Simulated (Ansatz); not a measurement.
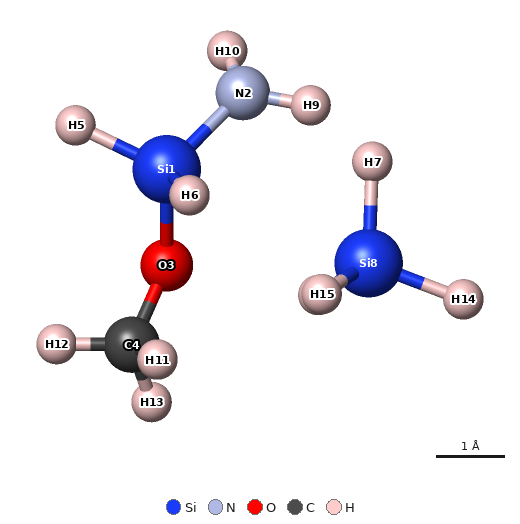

Figure 1. The input geometry (ball-and-stick view, seen at a tilt; atoms are numbered from 1 in the order of the input).

Nudged elastic band, with input and output: CH₁₁NOSi₂ (part 1 of 2)

The run: nudged elastic band of CH₁₁NOSi₂. Method and program: RKS LDA/def2-SVP (Ansatz 0.2.0).

The run did not end well. It belongs to a series of runs on one base structure; here: band between the two ends.

The input:
```yaml
crystal:
  periodic: [false, false, false]
  atoms:
    - { symbol: Si, position_ang: [1.099948, 0.409479, -0.782869] }
    - { symbol: "N", position_ang: [1.961746, -1.039259, -0.532167] }
    - { symbol: O, position_ang: [-0.389691, 0.159816, -1.499804] }
    - { symbol: C, position_ang: [-1.407661, 1.104225, -1.432661] }
    - { symbol: H, position_ang: [1.956815, 1.285503, -1.658921] }
    - { symbol: H, position_ang: [0.815684, 1.083913, 0.543788] }
    - { symbol: H, position_ang: [0.851232, -1.128811, 2.197504] }
    - { symbol: Si, position_ang: [-0.616054, -0.783476, 2.148747] }
    - { symbol: H, position_ang: [1.623193, -1.739466, 0.134772] }
    - { symbol: H, position_ang: [2.532711, -1.448305, -1.275459] }
    - { symbol: H, position_ang: [-1.578073, 1.474683, -0.387767] }
    - { symbol: H, position_ang: [-1.208491, 1.99931, -2.07258] }
    - { symbol: H, position_ang: [-2.360659, 0.650165, -1.784531] }
    - { symbol: H, position_ang: [-1.377849, -1.779498, 2.983013] }
    - { symbol: H, position_ang: [-0.819228, 0.599612, 2.700847] }
    - { symbol: H, position_ang: [-1.083426, -0.847591, 0.718087] }
basis:
  gaussian: { orbitals: def2-SVP }
hamiltonian:
  xc: lda
neb:
  order_check: false
  images: 5
  f_tol: 0.05
  max_iterations: 60
  final_atoms:
    - { symbol: Si, position_ang: [0.05009179, 0.907169, 0.43466742] }
    - { symbol: "N", position_ang: [1.35628104, -1.83906746, -0.62653417] }
    - { symbol: O, position_ang: [-0.73720231, 0.19247056, -0.86666946] }
    - { symbol: C, position_ang: [-0.95850492, 0.9098263, -2.0479502] }
    - { symbol: H, position_ang: [1.50402812, 1.20070387, 0.13954961] }
    - { symbol: H, position_ang: [-0.62577418, 2.24497005, 0.66046811] }
    - { symbol: H, position_ang: [1.22955123, -2.10794371, 0.35859147] }
    - { symbol: Si, position_ang: [-0.27434239, -0.38195167, 2.34295067] }
    - { symbol: H, position_ang: [0.4912692, -1.35842128, -0.9286819] }
    - { symbol: H, position_ang: [2.11678817, -1.14714274, -0.65637818] }
    - { symbol: H, position_ang: [-1.40926136, 1.91413774, -1.85038411] }
    - { symbol: H, position_ang: [-0.01495495, 1.06795226, -2.62694219] }
    - { symbol: H, position_ang: [-1.66202316, 0.33982369, -2.69257989] }
    - { symbol: H, position_ang: [0.4827567, -1.68476278, 2.31696926] }
    - { symbol: H, position_ang: [0.19448486, 0.41759546, 3.53373547] }
    - { symbol: H, position_ang: [-1.74299084, -0.6750593, 2.50918708] }
  initial_path:
    images:
      - { positions_ang: [[1.099948, 0.409479, -0.782869], [1.961746, -1.039259, -0.532167], [-0.389691, 0.159816, -1.499804], [-1.407661, 1.104225, -1.432661], [1.956815, 1.285503, -1.658921], [0.815684, 1.083913, 0.543788], [0.851232, -1.128811, 2.197504], [-0.616054, -0.783476, 2.148747], [1.623193, -1.739466, 0.134772], [2.532711, -1.448305, -1.275459], [-1.578073, 1.474683, -0.387767], [-1.208491, 1.99931, -2.07258], [-2.360659, 0.650165, -1.784531], [-1.377849, -1.779498, 2.983013], [-0.819228, 0.599612, 2.700847], [-1.083426, -0.847591, 0.718087]] }
      - { positions_ang: [[0.93301236, 0.47634304, -0.52942914], [1.78839183, -1.13219841, -0.46437085], [-0.38018236, 0.17764529, -1.42704015], [-1.37140584, 1.08384429, -1.58282194], [1.93809017, 1.24708809, -1.24324696], [0.53791916, 1.33790045, 0.54362534], [0.81665888, -1.24560404, 1.73286473], [-0.50105144, -0.72092001, 2.13441278], [1.45081051, -1.77490434, -0.28528914], [2.50210203, -1.45103415, -0.92948854], [-1.66164212, 1.53508066, -0.64193496], [-1.07570058, 1.90313056, -2.24826295], [-2.24711698, 0.57319535, -1.99513353], [-0.97294136, -1.82138114, 2.91933742], [-0.45991482, 0.5064814, 2.84075556], [-1.29683245, -0.69436704, 1.17602131]] }
      - { positions_ang: [[0.76607672, 0.54320709, -0.27598927], [1.61503767, -1.22513782, -0.39657469], [-0.37067371, 0.19547458, -1.35427629], [-1.33515068, 1.06346358, -1.73298288], [1.91936535, 1.20867317, -0.82757292], [0.26015433, 1.59188791, 0.54346269], [0.78208576, -1.36239708, 1.26822547], [-0.38604889, -0.65836401, 2.12007856], [1.27842802, -1.81034267, -0.70535029], [2.47149305, -1.45376331, -0.58351807], [-1.74521123, 1.59547832, -0.89610293], [-0.94291016, 1.80695113, -2.4239459], [-2.13357496, 0.49622569, -2.20573605], [-0.56803373, -1.86326429, 2.85566184], [-0.10060164, 0.4133508, 2.98066413], [-1.5102389, -0.54114307, 1.63395562]] }
      - { positions_ang: [[0.59914108, 0.61007113, -0.02254941], [1.4416835, -1.31807724, -0.32877854], [-0.36116507, 0.21330387, -1.28151244], [-1.29889551, 1.04308287, -1.88314382], [1.90064052, 1.17025826, -0.41189888], [-0.01761051, 1.84587536, 0.54330003], [0.74751264, -1.47919012, 0.8035862], [-0.27104633, -0.59580802, 2.10574433], [1.10604553, -1.84578101, -1.12541143], [2.44088408, -1.45649246, -0.23754761], [-1.82878035, 1.65587598, -1.15027089], [-0.81011974, 1.71077169, -2.59962885], [-2.02003294, 0.41925604, -2.41633858], [-0.16312609, -1.90514743, 2.79198625], [0.25871153, 0.32022019, 3.12057269], [-1.72364535, -0.38791911, 2.09188993]] }
      - { positions_ang: [[0.41612465, 0.70910375, 0.1298562], [1.41321601, -1.49174064, -0.42803042], [-0.48651081, 0.20635943, -1.14323144], [-1.18543198, 0.99866401, -1.93807928], [1.76843639, 1.18040679, -0.22808271], [-0.22033173, 1.97890692, 0.58235606], [0.90819217, -1.68877465, 0.65525463], [-0.27214502, -0.52452257, 2.18481311], [0.90112009, -1.68332777, -1.05983492], [2.33285211, -1.35337589, -0.3771578], [-1.68894069, 1.74196323, -1.38364197], [-0.54506481, 1.49649855, -2.6087333], [-1.90069635, 0.39277859, -2.50841902], [0.05216817, -1.83168588, 2.63364726], [0.23730264, 0.35267862, 3.25829361], [-1.73009385, -0.48363251, 2.23098898]] }
      - { positions_ang: [[0.23310822, 0.80813638, 0.28226181], [1.38474853, -1.66540405, -0.52728229], [-0.61185656, 0.199415, -1.00495045], [-1.07196845, 0.95424516, -1.99301474], [1.63623226, 1.19055533, -0.04426655], [-0.42305296, 2.11193848, 0.62141209], [1.0688717, -1.89835918, 0.50692305], [-0.2732437, -0.45323712, 2.26388189], [0.69619464, -1.52087452, -0.99425841], [2.22482014, -1.25025931, -0.51676799], [-1.54910102, 1.82805049, -1.61701304], [-0.28000988, 1.2822254, -2.61783775], [-1.78135975, 0.36630114, -2.60049946], [0.26746244, -1.75822433, 2.47530826], [0.21589375, 0.38513704, 3.39601454], [-1.73654234, -0.5793459, 2.37008803]] }
      - { positions_ang: [[0.05009179, 0.907169, 0.43466742], [1.35628104, -1.83906746, -0.62653417], [-0.73720231, 0.19247056, -0.86666946], [-0.95850492, 0.9098263, -2.0479502], [1.50402812, 1.20070387, 0.13954961], [-0.62577418, 2.24497005, 0.66046811], [1.22955123, -2.10794371, 0.35859147], [-0.27434239, -0.38195167, 2.34295067], [0.4912692, -1.35842128, -0.9286819], [2.11678817, -1.14714274, -0.65637818], [-1.40926136, 1.91413774, -1.85038411], [-0.01495495, 1.06795226, -2.62694219], [-1.66202316, 0.33982369, -2.69257989], [0.4827567, -1.68476278, 2.31696926], [0.19448486, 0.41759546, 3.53373547], [-1.74299084, -0.6750593, 2.50918708]] }
```

Run on 4 threads of Arm Neoverse N1, 16 GiB of memory available, shared host.

Launched with:
```bash
ansatz run input.yaml --threads 4 --pin off --max-ram 5120MiB --backend cpu --events-out ev --progress --plain --runs-dir out
```

What the program printed:
```
Engine: ansatz 0.2.0, aarch64-unknown-linux-gnu
Functional definition: SPW92
  exchange = slater_x
  correlation = pw_c
1503 factors; their error is unknown
mean field evaluation 1: about -20385.2975 eV, gradient 7.8e1 eV
mean field evaluation 2: about -20340.6550 eV, gradient 1.5e2 eV
mean field evaluation 4: about -20397.9208 eV, gradient 1.5e1 eV
mean field evaluation 8: about -20398.3336 eV, gradient 2.8e-1 eV
mean field evaluation 16: about -20398.2427 eV, gradient 1.0e-3 eV
mean field -20398.24265712 eV, -749.6215912238 hartree, gradient 8.1e-5 eV, S^2 0.000000; 0 other end points of the search recorded, 0 dependent functions left out
the calculation of the forces begins
reference -20398.24269872 eV, -749.6215927526 hartree; 30, 30 occupied and 103, 103 virtual orbitals, 1503 factors
1503 factors; their error is unknown
mean field evaluation 32: about -20397.7576 eV, gradient 1.5e-2 eV
mean field -20397.75760101 eV, -749.6037657404 hartree, gradient 6.4e-5 eV, S^2 0.000000; 0 other end points of the search recorded, 0 dependent functions left out
[... from here on the field's lines of each further geometry are left out, up to the last ...]
NEB iter   1: max|band force component| = 2.926e1 eV/Å  barrier→ = 7.6548 eV  barrier← = 7.1697 eV  Δτ_max = 0.2000 Å  (201 SCF iters)
NEB iter   2: max|band force component| = 3.702e0 eV/Å  barrier→ = 1.7302 eV  barrier← = 1.2452 eV  Δτ_max = 0.2000 Å  (168 SCF iters)
NEB iter   3: max|band force component| = 2.412e0 eV/Å  barrier→ = 1.7044 eV  barrier← = 1.2194 eV  Δτ_max = 0.1995 Å  (158 SCF iters)
NEB iter   4: max|band force component| = 1.365e0 eV/Å  barrier→ = 1.3588 eV  barrier← = 0.8737 eV  Δτ_max = 0.2000 Å  (144 SCF iters)
NEB iter   5: max|band force component| = 1.903e0 eV/Å  barrier→ = 1.3377 eV  barrier← = 0.8526 eV  Δτ_max = 0.1012 Å  (144 SCF iters)
NEB iter   6: max|band force component| = 8.547e-1 eV/Å  barrier→ = 1.1080 eV  barrier← = 0.6229 eV  Δτ_max = 0.2000 Å  (146 SCF iters)
NEB iter   7: max|band force component| = 9.656e-1 eV/Å  barrier→ = 0.8745 eV  barrier← = 0.3894 eV  Δτ_max = 0.0911 Å  (147 SCF iters)
NEB iter   8: max|band force component| = 3.949e-1 eV/Å  barrier→ = 0.8385 eV  barrier← = 0.3534 eV  CI = image 3  Δτ_max = 0.0996 Å  (145 SCF iters)
NEB iter   9: max|band force component| = 5.270e-1 eV/Å  barrier→ = 0.9603 eV  barrier← = 0.4752 eV  CI = image 3  Δτ_max = 0.0997 Å  (146 SCF iters)
NEB iter  10: max|band force component| = 7.362e-1 eV/Å  barrier→ = 1.0609 eV  barrier← = 0.5758 eV  CI = image 3  Δτ_max = 0.1993 Å  (147 SCF iters)
NEB iter  11: max|band force component| = 9.086e-1 eV/Å  barrier→ = 1.3589 eV  barrier← = 0.8738 eV  CI = image 3  Δτ_max = 0.2000 Å  (145 SCF iters)
NEB iter  12: max|band force component| = 1.433e0 eV/Å  barrier→ = 1.6453 eV  barrier← = 1.1603 eV  CI = image 3  Δτ_max = 0.1888 Å  (145 SCF iters)
NEB iter  13: max|band force component| = 1.165e0 eV/Å  barrier→ = 1.7484 eV  barrier← = 1.2634 eV  CI = image 3  Δτ_max = 0.1979 Å  (153 SCF iters)
NEB iter  14: max|band force component| = 1.073e0 eV/Å  barrier→ = 1.7061 eV  barrier← = 1.2211 eV  CI = image 3  Δτ_max = 0.1011 Å  (142 SCF iters)
NEB iter  15: max|band force component| = 5.260e-1 eV/Å  barrier→ = 1.6683 eV  barrier← = 1.1832 eV  CI = image 3  Δτ_max = 0.0670 Å  (146 SCF iters)
NEB iter  16: max|band force component| = 3.139e-1 eV/Å  barrier→ = 1.6512 eV  barrier← = 1.1662 eV  CI = image 3  Δτ_max = 0.1079 Å  (147 SCF iters)
NEB iter  17: max|band force component| = 2.438e-1 eV/Å  barrier→ = 1.6340 eV  barrier← = 1.1489 eV  CI = image 3  Δτ_max = 0.0600 Å  (141 SCF iters)
NEB iter  18: max|band force component| = 1.806e-1 eV/Å  barrier→ = 1.6228 eV  barrier← = 1.1378 eV  CI = image 3  Δτ_max = 0.0923 Å  (150 SCF iters)
NEB iter  19: max|band force component| = 3.037e-1 eV/Å  barrier→ = 1.6145 eV  barrier← = 1.1294 eV  CI = image 3  Δτ_max = 0.0469 Å  (148 SCF iters)
NEB iter  20: max|band force component| = 2.641e-1 eV/Å  barrier→ = 1.6075 eV  barrier← = 1.1224 eV  CI = image 3  Δτ_max = 0.0468 Å  (152 SCF iters)
NEB iter  21: max|band force component| = 2.249e-1 eV/Å  barrier→ = 1.6036 eV  barrier← = 1.1186 eV  CI = image 3  Δτ_max = 0.0939 Å  (148 SCF iters)
NEB iter  22: max|band force component| = 2.017e-1 eV/Å  barrier→ = 1.5979 eV  barrier← = 1.1128 eV  CI = image 3  Δτ_max = 0.0977 Å  (149 SCF iters)
NEB iter  23: max|band force component| = 1.000e-1 eV/Å  barrier→ = 1.5919 eV  barrier← = 1.1068 eV  CI = image 3  Δτ_max = 0.0818 Å  (148 SCF iters)
NEB iter  24: max|band force component| = 7.995e-2 eV/Å  barrier→ = 1.5861 eV  barrier← = 1.1010 eV  CI = image 3  Δτ_max = 0.0643 Å  (148 SCF iters)
NEB iter  25: max|band force component| = 9.012e-2 eV/Å  barrier→ = 1.5799 eV  barrier← = 1.0949 eV  CI = image 3  Δτ_max = 0.0327 Å  (148 SCF iters)
NEB iter  26: max|band force component| = 9.281e-2 eV/Å  barrier→ = 1.5771 eV  barrier← = 1.0920 eV  CI = image 3  Δτ_max = 0.0328 Å  (143 SCF iters)
NEB iter  27: max|band force component| = 9.323e-2 eV/Å  barrier→ = 1.5743 eV  barrier← = 1.0893 eV  CI = image 3  Δτ_max = 0.0328 Å  (151 SCF iters)
NEB iter  28: max|band force component| = 9.943e-2 eV/Å  barrier→ = 1.5711 eV  barrier← = 1.0861 eV  CI = image 3  Δτ_max = 0.0655 Å  (149 SCF iters)
NEB iter  29: max|band force component| = 9.695e-2 eV/Å  barrier→ = 1.5652 eV  barrier← = 1.0802 eV  CI = image 3  Δτ_max = 0.0654 Å  (147 SCF iters)
NEB iter  30: max|band force component| = 1.168e-1 eV/Å  barrier→ = 1.5576 eV  barrier← = 1.0726 eV  CI = image 3  Δτ_max = 0.0655 Å  (146 SCF iters)
NEB iter  31: max|band force component| = 1.211e-1 eV/Å  barrier→ = 1.5498 eV  barrier← = 1.0647 eV  CI = image 3  Δτ_max = 0.0656 Å  (146 SCF iters)
NEB iter  32: max|band force component| = 1.268e-1 eV/Å  barrier→ = 1.5409 eV  barrier← = 1.0558 eV  CI = image 3  Δτ_max = 0.1283 Å  (146 SCF iters)
NEB iter  33: max|band force component| = 2.536e-1 eV/Å  barrier→ = 1.5232 eV  barrier← = 1.0381 eV  CI = image 3  Δτ_max = 0.1281 Å  (143 SCF iters)
NEB iter  34: max|band force component| = 3.316e-1 eV/Å  barrier→ = 1.5103 eV  barrier← = 1.0253 eV  CI = image 3  Δτ_max = 0.0655 Å  (143 SCF iters)
NEB iter  35: max|band force component| = 3.325e-1 eV/Å  barrier→ = 1.4998 eV  barrier← = 1.0147 eV  CI = image 3  Δτ_max = 0.1284 Å  (146 SCF iters)
NEB iter  36: max|band force component| = 2.222e-1 eV/Å  barrier→ = 1.4774 eV  barrier← = 0.9924 eV  CI = image 3  Δτ_max = 0.1312 Å  (144 SCF iters)
NEB iter  37: max|band force component| = 2.260e-1 eV/Å  barrier→ = 1.4581 eV  barrier← = 0.9731 eV  CI = image 3  Δτ_max = 0.1279 Å  (144 SCF iters)
NEB iter  38: max|band force component| = 1.887e-1 eV/Å  barrier→ = 1.4461 eV  barrier← = 0.9610 eV  CI = image 3  Δτ_max = 0.1312 Å  (142 SCF iters)
NEB iter  39: max|band force component| = 1.945e-1 eV/Å  barrier→ = 1.4449 eV  barrier← = 0.9598 eV  CI = image 3  Δτ_max = 0.1134 Å  (144 SCF iters)
NEB iter  40: max|band force component| = 2.064e-1 eV/Å  barrier→ = 1.4565 eV  barrier← = 0.9714 eV  CI = image 3  Δτ_max = 0.1328 Å  (147 SCF iters)
NEB iter  41: max|band force component| = 2.654e-1 eV/Å  barrier→ = 1.4750 eV  barrier← = 0.9899 eV  CI = image 3  Δτ_max = 0.0659 Å  (145 SCF iters)
NEB iter  42: max|band force component| = 2.571e-1 eV/Å  barrier→ = 1.4537 eV  barrier← = 0.9686 eV  CI = image 3  Δτ_max = 0.0656 Å  (147 SCF iters)
NEB iter  43: max|band force component| = 2.320e-1 eV/Å  barrier→ = 1.4419 eV  barrier← = 0.9568 eV  CI = image 3  Δτ_max = 0.0655 Å  (145 SCF iters)
NEB iter  44: max|band force component| = 2.506e-1 eV/Å  barrier→ = 1.4221 eV  barrier← = 0.9370 eV  CI = image 3  Δτ_max = 0.0329 Å  (146 SCF iters)
NEB iter  45: max|band force component| = 3.054e-1 eV/Å  barrier→ = 1.4005 eV  barrier← = 0.9154 eV  CI = image 3  Δτ_max = 0.0329 Å  (145 SCF iters)
NEB iter  46: max|band force component| = 3.570e-1 eV/Å  barrier→ = 1.3869 eV  barrier← = 0.9019 eV  CI = image 3  Δτ_max = 0.0659 Å  (146 SCF iters)
NEB iter  47: max|band force component| = 3.233e-1 eV/Å  barrier→ = 1.3912 eV  barrier← = 0.9062 eV  CI = image 3  Δτ_max = 0.1326 Å  (145 SCF iters)
NEB iter  48: max|band force component| = 3.983e-1 eV/Å  barrier→ = 1.4340 eV  barrier← = 0.9490 eV  CI = image 3  Δτ_max = 0.2000 Å  (144 SCF iters)
NEB iter  49: max|band force component| = 5.770e-1 eV/Å  barrier→ = 1.5174 eV  barrier← = 1.0324 eV  CI = image 3  Δτ_max = 0.1005 Å  (142 SCF iters)
NEB iter  50: max|band force component| = 5.950e-1 eV/Å  barrier→ = 1.4988 eV  barrier← = 1.0138 eV  CI = image 3  Δτ_max = 0.2000 Å  (144 SCF iters)
NEB iter  51: max|band force component| = 3.309e-1 eV/Å  barrier→ = 1.4540 eV  barrier← = 0.9689 eV  CI = image 3  Δτ_max = 0.1981 Å  (143 SCF iters)
NEB iter  52: max|band force component| = 6.563e-1 eV/Å  barrier→ = 1.4408 eV  barrier← = 0.9557 eV  CI = image 3  Δτ_max = 0.1973 Å  (144 SCF iters)
NEB iter  53: max|band force component| = 5.126e-1 eV/Å  barrier→ = 1.4483 eV  barrier← = 0.9632 eV  CI = image 3  Δτ_max = 0.1998 Å  (145 SCF iters)
NEB iter  54: max|band force component| = 4.079e-1 eV/Å  barrier→ = 1.4614 eV  barrier← = 0.9763 eV  CI = image 3  Δτ_max = 0.2000 Å  (144 SCF iters)
NEB iter  55: max|band force component| = 6.947e-1 eV/Å  barrier→ = 1.4653 eV  barrier← = 0.9803 eV  CI = image 3  Δτ_max = 0.1010 Å  (144 SCF iters)
NEB iter  56: max|band force component| = 9.867e-1 eV/Å  barrier→ = 1.3969 eV  barrier← = 0.9118 eV  CI = image 3  Δτ_max = 0.1009 Å  (144 SCF iters)
NEB iter  57: max|band force component| = 8.484e-1 eV/Å  barrier→ = 1.3042 eV  barrier← = 0.8192 eV  CI = image 3  Δτ_max = 0.2000 Å  (143 SCF iters)
NEB iter  58: max|band force component| = 4.650e0 eV/Å  barrier→ = 1.2662 eV  barrier← = 0.7811 eV  CI = image 5  Δτ_max = 0.2000 Å  (143 SCF iters)
NEB iter  59: max|band force component| = 3.005e0 eV/Å  barrier→ = 1.7611 eV  barrier← = 1.2760 eV  CI = image 3  Δτ_max = 0.2000 Å  (148 SCF iters)
the calculation of the forces begins
reference -20397.90065606 eV, -749.6090229164 hartree; 30, 30 occupied and 103, 103 virtual orbitals, 1503 factors
these checks for a lower state are left out or cut short: starts, cluster_reference, orbital_swaps, neighbouring_geometries, increment
1503 factors; their error is unknown
mean field -20396.77285397 eV, -749.5675769541 hartree, gradient 1.7e-5 eV, S^2 0.000000; 0 other end points of the search recorded, 0 dependent functions left out
the calculation of the forces begins
reference -20396.77289432 eV, -749.5675784370 hartree; 30, 30 occupied and 103, 103 virtual orbitals, 1503 factors
NEB iter  60: max|band force component| = 5.560e0 eV/Å  barrier→ = 1.4698 eV  barrier← = 0.9847 eV  CI = image 5  Δτ_max = 0.2000 Å  (149 SCF iters)
```
